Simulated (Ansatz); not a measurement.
# Al on graphene monolayer: hop to the nearest other hollow

Wanted: the energy profile along the hop to the nearest other hollow, from relaxed end points and a band of images. The slab cell is 3×3, 1 layer thick, and the adsorbate is set down on it by hand.

Program: Ansatz 0.2.0. Level of theory: DFT PBE+D3(BJ), plane waves, PAW, scalar-relativistic, collinear spin. These are calculated values, not measurements.

### 1 The structure to begin with

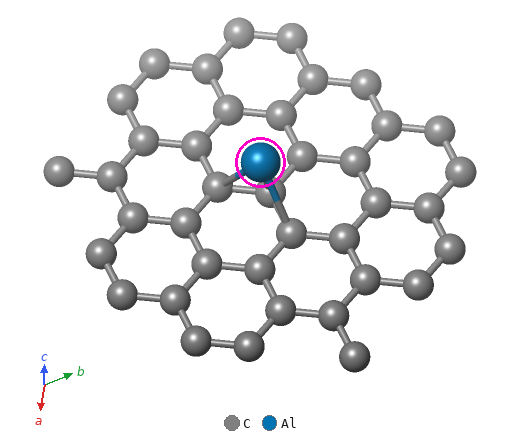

Start, viewed from above, slightly tilted; carbon grey, aluminium blue. Each atom of the cell is drawn once, at one copy chosen for all pictures, so bonds across the cell's faces may be missing, with copies of the slab's atoms added to fill out the patch. Ringed: Al19.

Structure file:

```
C Al
1.0
     7.39800    0.00000    0.00000
    -3.69900    6.40686    0.00000
     0.00000    0.00000   13.00000
C Al
18 1
Direct
  0.00000 0.00000 0.07692
  0.22222 0.11111 0.07692
  0.00000 0.33333 0.07692
  0.22222 0.44444 0.07692
  0.00000 0.66667 0.07692
  0.22222 0.77778 0.07692
  0.33333 0.00000 0.07692
  0.55556 0.11111 0.07692
  0.33333 0.33333 0.07692
  0.55556 0.44444 0.07692
  0.33333 0.66667 0.07692
  0.55556 0.77778 0.07692
  0.66667 0.00000 0.07692
  0.88889 0.11111 0.07692
  0.66667 0.33333 0.07692
  0.88889 0.44444 0.07692
  0.66667 0.66667 0.07692
  0.88889 0.77778 0.07692
  0.69485 0.96495 0.22846
```

### 2 End point A

Contents of input.yaml:

```yaml
crystal:
  lattice:
    - [7.398, 0.0, 0.0]
    - [-3.699, 6.406856, 0.0]
    - [0.0, 0.0, 13.0]
  atoms:
    - { symbol: C, position: [0.0, 0.0, 0.0769231] }
    - { symbol: C, position: [0.2222222, 0.1111111, 0.0769231] }
    - { symbol: C, position: [0.0, 0.3333333, 0.0769231] }
    - { symbol: C, position: [0.2222222, 0.4444444, 0.0769231] }
    - { symbol: C, position: [0.0, 0.6666667, 0.0769231] }
    - { symbol: C, position: [0.2222222, 0.7777778, 0.0769231] }
    - { symbol: C, position: [0.3333333, 0.0, 0.0769231] }
    - { symbol: C, position: [0.5555556, 0.1111111, 0.0769231] }
    - { symbol: C, position: [0.3333333, 0.3333333, 0.0769231] }
    - { symbol: C, position: [0.5555556, 0.4444444, 0.0769231] }
    - { symbol: C, position: [0.3333333, 0.6666667, 0.0769231] }
    - { symbol: C, position: [0.5555556, 0.7777778, 0.0769231] }
    - { symbol: C, position: [0.6666667, 0.0, 0.0769231] }
    - { symbol: C, position: [0.8888889, 0.1111111, 0.0769231] }
    - { symbol: C, position: [0.6666667, 0.3333333, 0.0769231] }
    - { symbol: C, position: [0.8888889, 0.4444444, 0.0769231] }
    - { symbol: C, position: [0.6666667, 0.6666667, 0.0769231] }
    - { symbol: C, position: [0.8888889, 0.7777778, 0.0769231] }
    - { symbol: Al, position: [0.694846, 0.9649471, 0.2284615], spin: 1.0 }
magnetization:
  spin_polarized: true
basis:
  ecutwfc: 420.0
kpoints:
  mp_grid: { grid: [2, 2, 1] }
hamiltonian:
  xc: pbe
  dispersion: d3bj
scf:
  occupations: { method: gaussian, width: 0.02 }
  lower_state_search: "off"
relax:
  f_tol: 0.03
  max_steps: 60
  adjacent_minimum: "off"
```

The run is started by

```bash
ansatz run input.yaml --threads 2 --pin off --max-ram 5120MiB --backend cpu --events-out ev --progress --plain --runs-dir out
```

Output, cut to the lines that bear on the results:

```text
Warning: RAYON_NUM_THREADS=2 ignored (pool sized by the plan → 2); use --threads N
[...]
Pseudopotentials: kind: paw
Pseudopotential: C, paw, valence charge 4, recommended cutoff 420 eV (normal), C.paw.azcp
Pseudopotential: Al, paw, valence charge 3, recommended cutoff 420 eV (normal), Al.paw.azcp
Functional definition: PBE
[...]
Crystal: 19 atoms, lattice volume = 616.173 Å³
Basis set: ecut = 420 eV, 12055 PW (Γ), exchange–correlation on 100×100×180 points (8 copies of the dense FFT grid, shifted against one another)
Bands: 57, of which v1, the nominal top of the filled ones, is band 38 counted from 1 (37 counted from 0)
Symmetry: 1 space group operations
Space group: P1 (ITA 1), of the structure as read, at distance tolerance 8.5e-5 Å
Magnetic group: BNS 1.1 (UNI 1), of the structure as read, at distance tolerance 8.5e-5 Å
k-points: 4
[...]
Starting moments: Σ|m| = 1 μB on 1 of 19 sites
[...]
SCF iter   1: F=—  HF=-5064.746130 eV  |F-HF|=—  |Δ(HF+E_count)|=         —  Δρ=3.42e-2 (↑3.39e-2 ↓3.42e-2)  dr2=3.66e1  dr2_m=1.67e-2  M=0.583 μB ∫|m|=1.028 μB  β_m=0.30  ethr=3.10e-3  ⟨swp⟩=12.5  Hψ=3206  notcnv=0  defer=49
[...]
spin=Collinear: Resta preconditioning applied to the charge; magnetization (m = ρ↑ − ρ↓) channel mixes plain (no charge-response kernel on spin).
[...]
spin-set hold released at iteration 7 (site moments contracting): the magnetisation degrees of freedom join the quasi-Newton model from the next iteration; the mixer history was flushed
[...]
WARN: the starting moments were not kept: the SCF closed with an absolute magnetisation of 1.8e-4 μB, where they sum to 1 μB in size (1 site). That is at most 0.1 of that sum. Measured as dr2_m measures the in/out step, that magnetisation stands 1.4e-9 eV from none, at or under the [...]
relax step   1: F+E_penalty+E_count = -5053.58717753 eV  Δ(F+E_penalty+E_count) = +0.000e0 eV  max|allowed force component| = 2.295e0 eV/Å  Δτ_max = 0.0000 Å  (13 SCF iters, dr2 threshold 2.25e-5 eV, accepted)
[...]
Starting moments: Σ|m| = 1 μB on 1 of 19 sites; this step starts from the density that it was given
[...]
spin=Collinear: Resta preconditioning applied to the charge; magnetization (m = ρ↑ − ρ↓) channel mixes plain (no charge-response kernel on spin).
[...]
SCF iter   3: F=—  HF=-5053.758890 eV  |F-HF|=—  |Δ(HF+E_count)|=   3.25e-3  Δρ=2.19e-4 (↑2.19e-4 ↓2.19e-4)  dr2=8.30e-4  dr2_m=2.45e-5  M=0.000 μB ∫|m|=0.009 μB  β_m=0.47  ethr=1.47e-5  ⟨swp⟩=2.9  Hψ=628  notcnv=0  defer=106
```

### 3 More of the same log: end point A relaxed

Output, continued, cut to the lines that bear on the results:

```text
SCF iter   4: F=—  HF=-5053.758898 eV  |F-HF|=—  |Δ(HF+E_count)|=   7.99e-6  Δρ=8.74e-5 (↑8.74e-5 ↓8.42e-5)  dr2=1.29e-4  dr2_m=6.70e-6  M=0.000 μB ∫|m|=0.005 μB  β_m=0.57  ethr=1.11e-6  ⟨swp⟩=2.6  Hψ=832  notcnv=0  defer=106
[...]
relax step   2: F+E_penalty+E_count = -5053.75895453 eV  Δ(F+E_penalty+E_count) = -1.718e-1 eV  max|allowed force component| = 1.307e0 eV/Å  Δτ_max = 0.0663 Å  (7 SCF iters, dr2 threshold 1.00e-4 eV, accepted)
[...]
WARN: dispersion: an atom stands within reach of a switch of its C6 between two reference coordination numbers of its element: through that C6 alone, e_disp changes by 0.025 eV or more while the distances to its neighbours run over a stretch of 0.05 Å that contains this geometry (sites [...]
relax step   4: F+E_penalty+E_count = -5053.93148491 eV  Δ(F+E_penalty+E_count) = -3.430e-2 eV  max|allowed force component| = 1.350e-1 eV/Å  Δτ_max = 0.2000 Å  (10 SCF iters, dr2 threshold 5.79e-6 eV, accepted)
[...]
    - { symbol: C, position: [0.3290244189359292, 0.003937117705160191, 0.07608448234925073] }
    - { symbol: C, position: [0.5507038333143456, 0.11560006754501688, 0.07614226296526498] }
    - { symbol: C, position: [0.3290221372201704, 0.33728206748085565, 0.07610433511197753] }
    - { symbol: C, position: [0.5507045146425522, 0.44729905187932717, 0.07616653747500234] }
    - { symbol: C, position: [0.32795091676764393, 0.6700728617285526, 0.0761735362050332] }
    - { symbol: C, position: [0.5498695784490935, 0.7810096656622485, 0.0759588304487863] }
    - { symbol: C, position: [0.6616727303945248, 0.0046297549892203825, 0.07596317286514302] }
    - { symbol: C, position: [0.8852941124814325, 0.11643425100098473, 0.07595665498081917] }
    - { symbol: C, position: [0.6623661972717405, 0.33727897645964644, 0.07608335999497386] }
    - { symbol: C, position: [0.8845819419235825, 0.44837176109809296, 0.07611037119241919] }
    - { symbol: C, position: [0.6616858043553817, 0.6692011390739522, 0.07592380036531214] }
    - { symbol: C, position: [0.8853014766049287, 0.7810022696986725, 0.07592632287818375] }
    - { symbol: Al, position: [0.7722327617048855, 0.894095949672256, 0.2438161342833967] }
```

It took 2.2 min on 2 threads of Arm Neoverse V1, shared host; peak memory 0.97 GiB.

The steps of the relaxation:

```
step  energy from step 1 (eV/cell)  largest force component (eV/Å)
   1                        0.0000                          2.2952
   2                       -0.1718                          1.3074
   3                       -0.3100                          0.3045
   4                       -0.3443                          0.1350
   5                       -0.3730                          0.3439
   6                       -0.3969                          0.2065
   7                       -0.4091                          0.0792
   8                       -0.4101                          0.0074
   9                       -0.4101                          0.0074
 10x                       -0.4096                          0.0613
  11                       -0.4102                          0.0088
```

Step 1 is the start. Step 9 solves the same geometry again. 1 step was tried and not accepted (marked x).

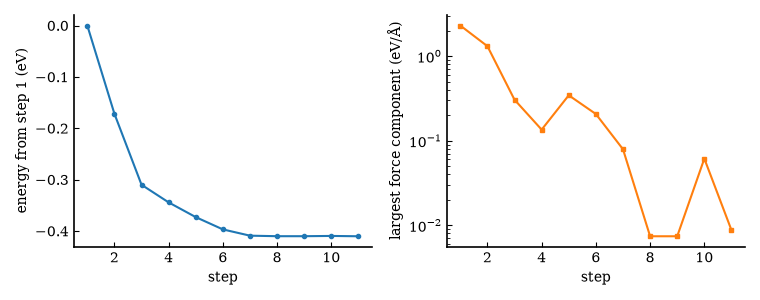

Energy and largest force along the relaxation.

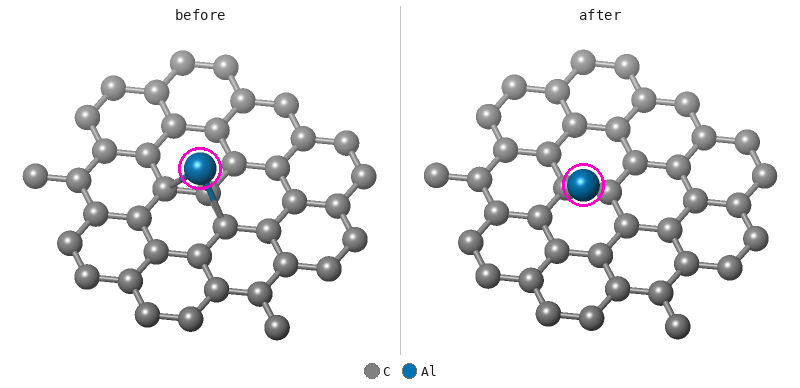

The structure before (left) and after (right), drawn at the same scale. Each atom of the cell is drawn once, at one copy chosen for all pictures, so bonds across the cell's faces may be missing, with copies of the slab's atoms added to fill out the patch.

The atom that moved most is Al19, by 0.97 Å.

### 4 Relaxing end B

The second end starts from a geometry with the move made by hand.

Contents of input.yaml:

```yaml
crystal:
  lattice:
    - [7.398, 0.0, 0.0]
    - [-3.699, 6.406856, 0.0]
    - [0.0, 0.0, 13.0]
  atoms:
    - { symbol: C, position: [0.0, 0.0, 0.07692308] }
    - { symbol: C, position: [0.22222222, 0.11111111, 0.07692308] }
    - { symbol: C, position: [0.0, 0.33333333, 0.07692308] }
    - { symbol: C, position: [0.22222222, 0.44444444, 0.07692308] }
    - { symbol: C, position: [0.0, 0.66666666, 0.07692308] }
    - { symbol: C, position: [0.22222222, 0.77777777, 0.07692308] }
    - { symbol: C, position: [0.33333333, 0.0, 0.07692308] }
    - { symbol: C, position: [0.55555556, 0.11111111, 0.07692308] }
    - { symbol: C, position: [0.33333333, 0.33333333, 0.07692308] }
    - { symbol: C, position: [0.55555555, 0.44444444, 0.07692308] }
    - { symbol: C, position: [0.33333333, 0.66666666, 0.07692308] }
    - { symbol: C, position: [0.55555555, 0.77777777, 0.07692308] }
    - { symbol: C, position: [0.66666667, 0.0, 0.07692308] }
    - { symbol: C, position: [0.88888889, 0.11111111, 0.07692308] }
    - { symbol: C, position: [0.66666667, 0.33333333, 0.07692308] }
    - { symbol: C, position: [0.88888889, 0.44444444, 0.07692308] }
    - { symbol: C, position: [0.66666666, 0.66666666, 0.07692308] }
    - { symbol: C, position: [0.88888889, 0.77777777, 0.07692308] }
    - { symbol: Al, position: [0.85185185, 1.14814814, 0.22846154], spin: 1.0 }
magnetization:
  spin_polarized: true
basis:
  ecutwfc: 420.0
kpoints:
  mp_grid: { grid: [2, 2, 1] }
hamiltonian:
  xc: pbe
  dispersion: d3bj
scf:
  occupations: { method: gaussian, width: 0.02 }
  lower_state_search: "off"
relax:
  f_tol: 0.03
  max_steps: 60
  adjacent_minimum: "off"
```

The run is started by

```bash
ansatz run input.yaml --threads 2 --pin off --max-ram 5120MiB --backend cpu --events-out ev --progress --plain --runs-dir out
```

Output, cut to the lines that bear on the results:

```text
Warning: RAYON_NUM_THREADS=2 ignored (pool sized by the plan → 2); use --threads N
[...]
Pseudopotentials: kind: paw
Pseudopotential: C, paw, valence charge 4, recommended cutoff 420 eV (normal), C.paw.azcp
Pseudopotential: Al, paw, valence charge 3, recommended cutoff 420 eV (normal), Al.paw.azcp
Functional definition: PBE
[...]
Crystal: 19 atoms, lattice volume = 616.173 Å³
Basis set: ecut = 420 eV, 12055 PW (Γ), exchange–correlation on 100×100×180 points (8 copies of the dense FFT grid, shifted against one another)
Bands: 57, of which v1, the nominal top of the filled ones, is band 38 counted from 1 (37 counted from 0)
Symmetry: 2 space group operations
Space group: Cm (ITA 8), of the structure as read, at distance tolerance 8.5e-5 Å
Magnetic group: BNS 8.32 (UNI 39), of the structure as read, at distance tolerance 8.5e-5 Å
k-points: 3 of 4
[...]
Starting moments: Σ|m| = 1 μB on 1 of 19 sites
[...]
SCF iter   1: F=—  HF=-5064.764308 eV  |F-HF|=—  |Δ(HF+E_count)|=         —  Δρ=3.41e-2 (↑3.39e-2 ↓3.41e-2)  dr2=3.64e1  dr2_m=1.63e-2  M=0.555 μB ∫|m|=1.013 μB  β_m=0.30  ethr=3.10e-3  ⟨swp⟩=12.0  Hψ=2340  notcnv=0  defer=38
[...]
WARN: the starting moments were not kept: the SCF closed with an absolute magnetisation of 2.1e-4 μB, where they sum to 1 μB in size (1 site). That is at most 0.1 of that sum. Measured as dr2_m measures the in/out step, that magnetisation stands 1.9e-9 eV from none, at or under the [...]
relax step   1: F+E_penalty+E_count = -5053.61320460 eV  Δ(F+E_penalty+E_count) = +0.000e0 eV  max|allowed force component| = 2.184e0 eV/Å  Δτ_max = 0.0000 Å  (13 SCF iters, dr2 threshold 2.25e-5 eV, accepted)
[...]
WARN: dispersion: an atom stands within reach of a switch of its C6 between two reference coordination numbers of its element: through that C6 alone, e_disp changes by 0.025 eV or more while the distances to its neighbours run over a stretch of 0.05 Å that contains this geometry (sites [...]
relax step   3: F+E_penalty+E_count = -5053.90578020 eV  Δ(F+E_penalty+E_count) = -1.302e-1 eV  max|allowed force component| = 4.009e-1 eV/Å  Δτ_max = 0.1307 Å  (9 SCF iters, dr2 threshold 9.37e-5 eV, accepted)
[...]
relax step   4: F+E_penalty+E_count = -5053.91413380 eV  Δ(F+E_penalty+E_count) = -8.354e-3 eV  max|allowed force component| = 4.032e-1 eV/Å  Δτ_max = 0.1788 Å  (9 SCF iters, dr2 threshold 1.72e-5 eV, accepted)
[...]
spin=Collinear: Resta preconditioning applied to the charge; magnetization (m = ρ↑ − ρ↓) channel mixes plain (no charge-response kernel on spin).
[...]
```

### 5 More of the same log: end point B relaxed

The log, continued, cut to the lines that bear on the results:

```text
relax step   5: F+E_penalty+E_count = -5053.95599998 eV  Δ(F+E_penalty+E_count) = -4.187e-2 eV  max|allowed force component| = 3.739e-1 eV/Å  Δτ_max = 0.1943 Å  (9 SCF iters, dr2 threshold 1.74e-5 eV, accepted)
[...]
WARN: dispersion: an atom stands within reach of a switch of its C6 between two reference coordination numbers of its element: through that C6 alone, e_disp changes by 0.025 eV or more while the distances to its neighbours run over a stretch of 0.05 Å that contains this geometry (sites [...]
relax step   9: F+E_penalty+E_count = -5053.99740611 eV  Δ(F+E_penalty+E_count) = -3.507e-4 eV  max|allowed force component| = 3.782e-2 eV/Å  Δτ_max = 0.0517 Å  (10 SCF iters, accepted)
[...]
relax step  10: F+E_penalty+E_count = -5053.99746389 eV  Δ(F+E_penalty+E_count) = -5.778e-5 eV  max|allowed force component| = 2.374e-3 eV/Å  Δτ_max = 0.0052 Å  (8 SCF iters, accepted)
Magnetization: 0.0000 μB (37.5000 up, 37.5000 down)
Absolute magnetization: 0.0000 μB (∫|ρ↑−ρ↓|, with the PAW one-centre terms)
[...]
    - { symbol: C, position: [0.3361399953287395, -0.004433466118437699, 0.07618281155577093] }
    - { symbol: C, position: [0.558059689811298, 0.10652906205327939, 0.07595025675853394] }
    - { symbol: C, position: [0.3372228482813363, 0.3294380540742611, 0.07609489490965429] }
    - { symbol: C, position: [0.5589042256899835, 0.4410957743100168, 0.07617604101435349] }
    - { symbol: C, position: [0.3372250515975446, 0.6627749484024557, 0.0761051625778644] }
    - { symbol: C, position: [0.5589065604925385, 0.7728013193256581, 0.0761760204324974] }
    - { symbol: C, position: [0.6698692062033602, -0.005277080226323132, 0.07593869555672106] }
    - { symbol: C, position: [0.8934783051498381, 0.10652169485016211, 0.07590599487143151] }
    - { symbol: C, position: [0.6698612156100141, 0.33013878438998595, 0.07594343529373154] }
    - { symbol: C, position: [0.8934709379467206, 0.44194031018870183, 0.07595025675853394] }
    - { symbol: C, position: [0.6705619459257393, 0.6627771517186639, 0.07609489490965429] }
    - { symbol: C, position: [0.8927808468924732, 0.7738856856572216, 0.07608403317596665] }
    - { symbol: Al, position: [0.781795555694948, 1.2182044443050526, 0.24384502902310398] }
```

It took 95 s on 2 threads of Arm Neoverse V1, shared host; peak memory 0.96 GiB.

Step by step:

| step | energy from step 1 (eV/cell) | largest force component (eV/Å) |
| --- | --- | --- |
| 1 | 0.0000 | 2.1841 |
| 2 | -0.1624 | 1.2247 |
| 3 | -0.2926 | 0.4009 |
| 4 | -0.3009 | 0.4032 |
| 5 | -0.3428 | 0.3739 |
| 6 | -0.3528 | 0.7210 |
| 7 | -0.3795 | 0.1027 |
| 8 | -0.3839 | 0.0141 |
| 9 | -0.3842 | 0.0378 |
| 10 | -0.3843 | 0.0024 |

Step 1 is the start.

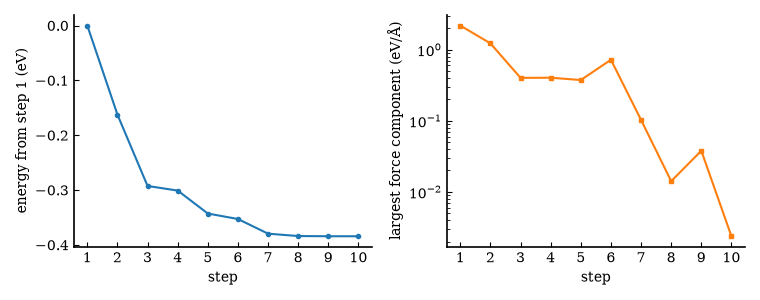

How energy and force went from step to step.

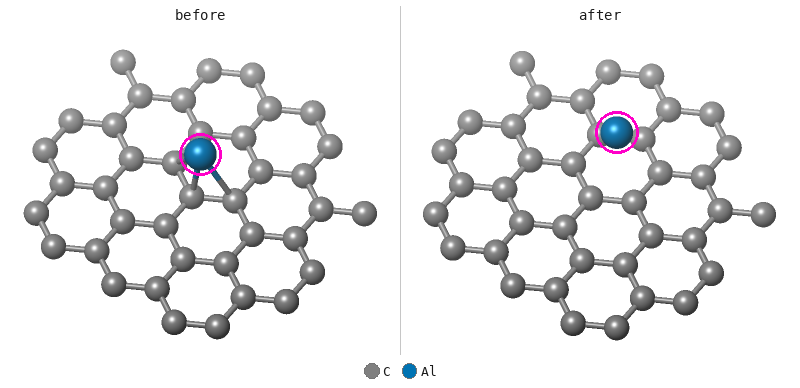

The structure before (left) and after (right), drawn at the same scale. Each atom of the cell is drawn once, at one copy chosen for all pictures, so bonds across the cell's faces may be missing, with copies of the slab's atoms added to fill out the patch.

Largest move: Al19, 0.92 Å.

[end of part 1 of 2]
